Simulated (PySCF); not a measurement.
C₅H₁₁FSi₃

Input

```
{"job": {"kind": "nmr", "xc": "PBE0", "basis": "pcSseg-1"}, "charge": 0, "multiplicity": 1}
C     -3.673395     0.263457    -0.829939
C     -2.569039     0.148348    -0.381108
C     -1.223267     0.053860     0.140157
C     -0.532871     1.424800     0.028084
Si     1.108699     1.549115     1.002072
Si     2.510513    -0.117302     0.214971
C      1.370462    -1.663241     0.048508
F      1.110997    -2.125503     1.351862
Si    -0.330996    -1.369196    -0.786144
H     -4.647053     0.355868    -1.209077
H     -1.305491    -0.214204     1.201138
H     -1.225166     2.190895     0.390540
H     -0.361689     1.650644    -1.027402
H      1.635041     2.907253     0.800504
H      0.776380     1.440733     2.431572
H      3.048699     0.092018    -1.138386
H      3.638422    -0.506923     1.068383
H      1.888881    -2.491999    -0.441372
H     -1.140501    -2.585214    -0.684730
H     -0.083773    -0.992731    -2.182668
```

Launched as:

```sh
OMP_NUM_THREADS=1 python probes_run.py task.json out
```

Geometry: GFN2-xTB.

Method: PBE0/pcSseg-1, SCF density, gas phase, non-relativistic (PySCF).

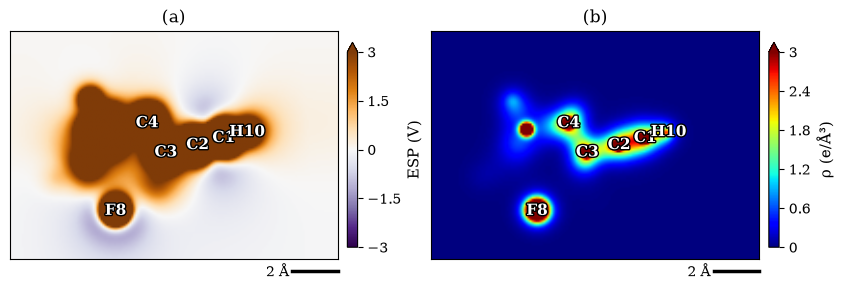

Figure 1. (a) electrostatic potential; (b) total electron density on the plane of atoms C2, C3 and C4.

Q: Describe what can be read from this map.

A:
- The plane passes through C, F and H nuclei.
- C–C (1.20 Å): ρ is about 2.7 e/Å³ halfway.
- C–H (1.05 Å): the density is about 2.1 e/Å³ at the midpoint.
- Outside the dense part of the molecule the potential is most negative (−1.2 V) near F8.

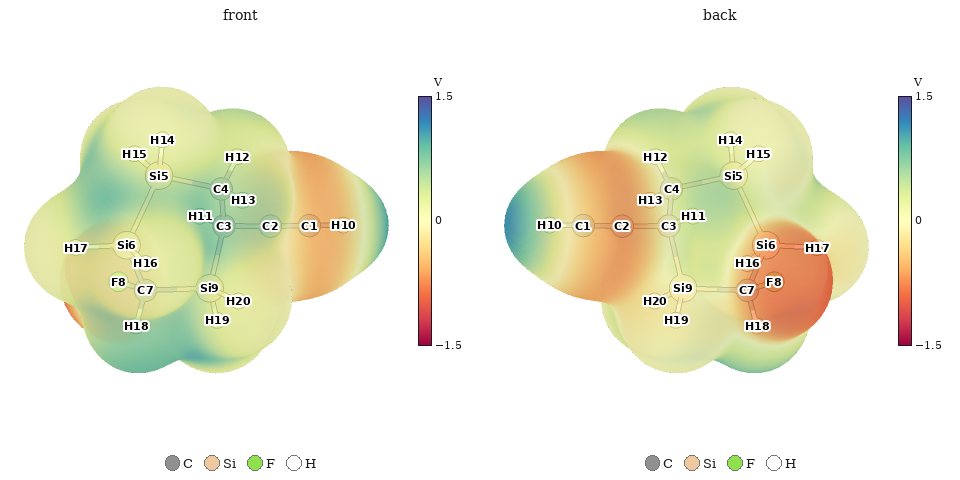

Figure 2. The molecular electrostatic potential painted on the density surface at 0.001 e/bohr³, seen from the front and from behind; red is negative and blue positive.

Q: Where is the surface potential most negative and most positive?

A: The most negative region (about −0.9 V) lies over F8, the most positive (about +1.1 V) over H10.

Q: What dipole moment does the calculation give?

A: Its dipole moment is 1.51 D.
